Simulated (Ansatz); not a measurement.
Co₂P (space group Pnma)

```
CELL_PARAMETERS angstrom
      5.41458     0.00000     0.00000
      0.00000     3.46991     0.00000
      0.00000     0.00000     6.52652
ATOMIC_POSITIONS crystal
  Co 0.53240 0.75000 0.16993
  Co 0.46760 0.25000 0.83007
  Co 0.96760 0.25000 0.66993
  Co 0.03240 0.75000 0.33007
  Co 0.85454 0.25000 0.06491
  Co 0.14546 0.75000 0.93509
  Co 0.64546 0.75000 0.56491
  Co 0.35454 0.25000 0.43509
  P  0.25047 0.25000 0.12113
  P  0.74953 0.75000 0.87887
  P  0.24953 0.75000 0.62113
  P  0.75047 0.25000 0.37887
```

Equation-of-state scan: isotropic scaling of the cell above, V₀ being its volume. The atoms relax within the cell's symmetry.

Method: PBEsol (plane waves to 420 eV, PAW, scalar-relativistic; Ansatz, an electronic-structure program). k mesh 7×11×6 (Γ-centred), Fermi-Dirac smearing 0.05 eV. Energies are smeared free energies. With the shape held, the modulus is that of even scaling; a crystal free to change shape is softer. Co2P is run without spin polarisation. Co2P was relaxed with its symmetry unable to fall. ΔE is measured from the relaxed starting cell.

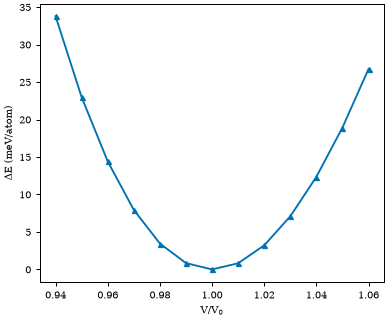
Fig. 1. ΔE (meV/atom) against V/V₀; markers are the computed points, lines only join them.

What bulk modulus at fixed cell shape B₀ follows from a third-order Birch-Murnaghan fit?

About 260 GPa.

What is ΔE at V/V₀ = 0.940?

About 34 meV/atom.

What is ΔE at V/V₀ = 1.060?

About 27 meV/atom.

(A scan under strain: stresses follow from slopes of the energy per volume, elastic moduli from its curvatures.)
